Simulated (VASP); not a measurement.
Band structure of KI (rock salt). Level of theory: SCAN meta-GGA, VASP's PBE PAW potentials (set 64) (plane waves; VASP).

Unless said otherwise, spin-orbit coupling is left out, though it shifts the bands of the heavy elements here.

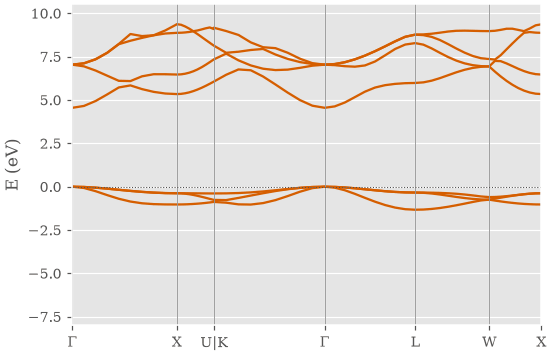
Bands along high-symmetry lines, zero at the valence-band maximum or, without a gap, the Fermi level

Task: Read the plot: is there a gap, and where are the band edges?

Result: The gap is direct, 4.55 eV, from the valence maximum at Γ to the conduction minimum at Γ.

Measured: gap 6.10 eV (computed value off by -1.55 eV), as given by Aguado et al., (1998), arXiv:cond-mat/9809176.

The compound is KI in the rock salt structure. It was relaxed first.
